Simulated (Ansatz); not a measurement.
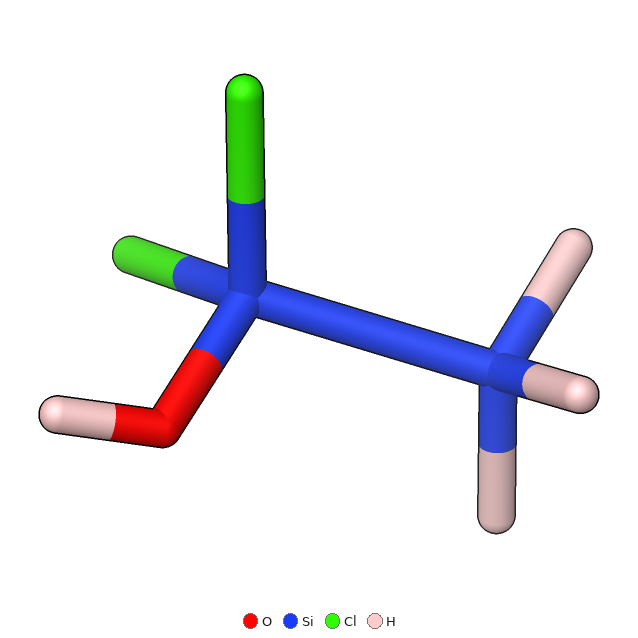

Rendered structure (stick style). Every bond is drawn as one stick, whatever its order.

Computed geometry: PBE0-D4/def2-TZVP optimisation.

Question: Give the formula.

Answer: Cl₂H₄OSi₂, 9 atoms: 2 chlorine, 4 hydrogen, 1 oxygen and 2 silicon.

Question: Name some functional groups or characteristic bonds that it holds.

Answer: Among them: Si–H bond, Si–O bond.

Question: Does it have rings?

Answer: It has no ring.

The parts below concern this one geometry. Atoms keep their numbers from picture to picture.

Geometry

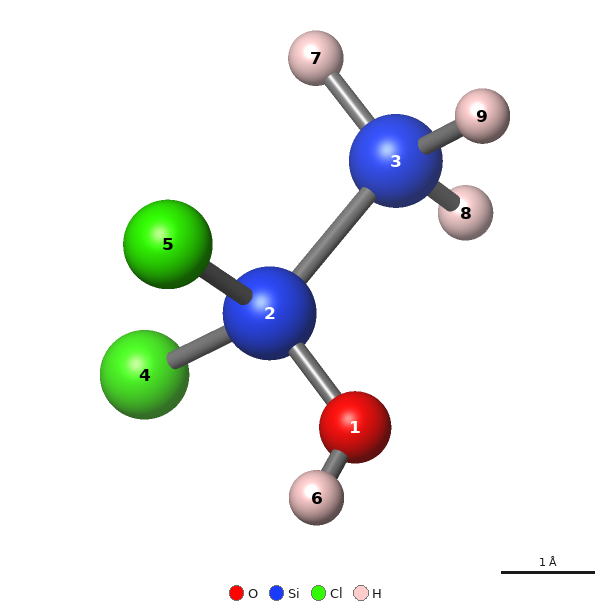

Numbered structure.

Give these bond angles: Si2–O1–H6, O1–Si2–Si3, O1–Si2–Cl4, Si3–Si2–Cl4, Cl4–Si2–Cl5, Si2–Si3–H7, Si2–Si3–H8.

```tsv
angle	degrees
Si2–O1–H6	119.1
O1–Si2–Si3	109.0
O1–Si2–Cl4	110.1
Si3–Si2–Cl4	110.7
Cl4–Si2–Cl5	106.3
Si2–Si3–H7	108.0
Si2–Si3–H8	109.3
```

Levels of theory compared

Program: Ansatz 0.2.0.

Compare HOMO energy (eV), dipole (D), HOMO–LUMO gap (eV) at these levels: B3LYP-D4/def2-TZVPP; PBE-D4/def2-TZVPP; r2SCAN-D4/def2-TZVPP; ωB97M-V/def2-TZVPP.

```tsv
level	HOMO energy (eV)	dipole (D)	HOMO–LUMO gap (eV)
B3LYP-D4/def2-TZVPP	−8.33	0.90	7.87
PBE-D4/def2-TZVPP	−7.33	0.91	6.18
r2SCAN-D4/def2-TZVPP	−7.64	0.94	6.77
ωB97M-V/def2-TZVPP	−10.57	0.91	12.09
```

Vibrations

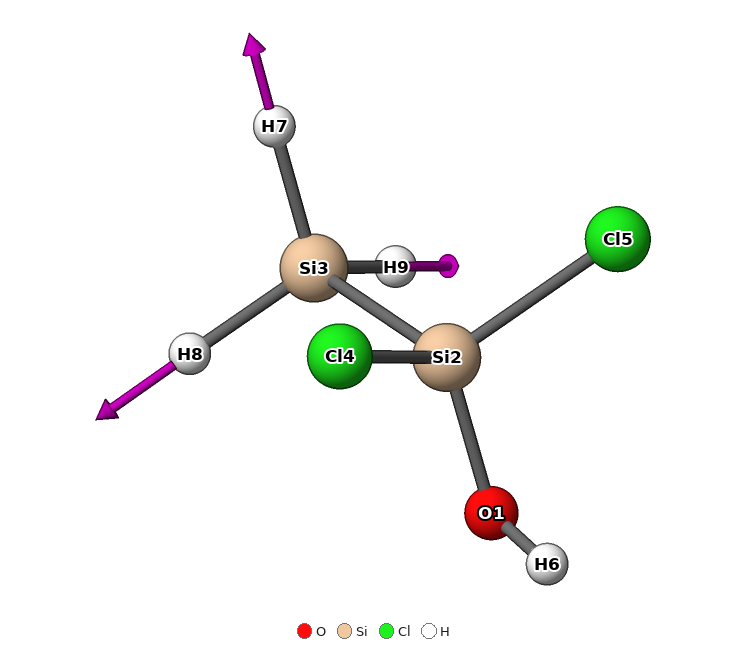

The arrows show one normal mode. Harmonic vibrations computed with RKS PBE0-D4/def2-TZVP (Ansatz 0.2.0) at a stationary point of the same level.

Question: Describe the motion.

Answer: Mostly in-phase stretching of 3 Si–H bonds.

Question: Estimate its harmonic wavenumber.

Answer: 2230 cm⁻¹; it is mode 18 of 21 counted from the lowest.

Charges

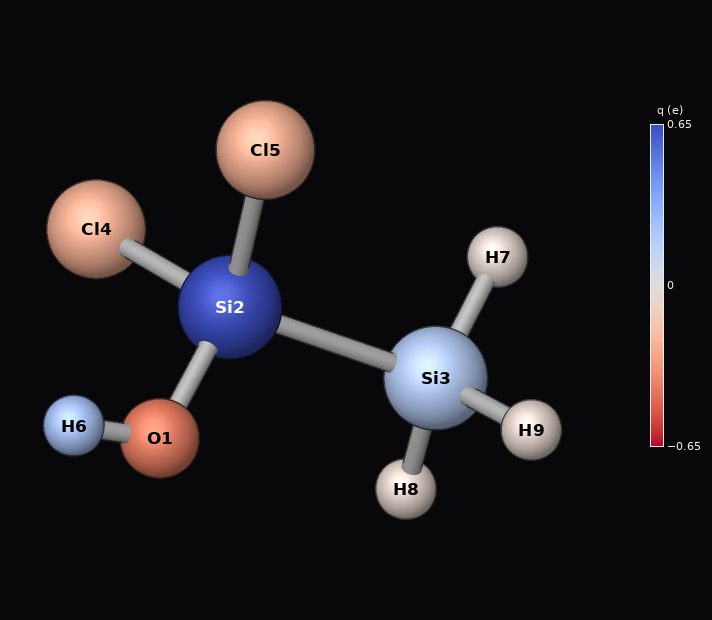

Atoms are coloured by their Mulliken charges. Properties computed with RKS r2SCAN-D4/def2-TZVPP (Ansatz 0.2.0).

Question: Which atom carries the highest charge (most positive or least negative)?

Answer: Si2 (0.64 e).

Question: And the lowest?

Answer: O1 (−0.40 e).

List the Mulliken charges.

| atom | value (e) |
| --- | --- |
| O1 | −0.40 |
| Si2 | 0.64 |
| Si3 | 0.16 |
| Cl4 | −0.24 |
| Cl5 | −0.24 |
| H6 | 0.20 |
| H7 | −0.05 |
| H8 | −0.05 |
| H9 | −0.05 |

Mulliken values depend strongly on the basis set and can even reverse the polarity of a bond.
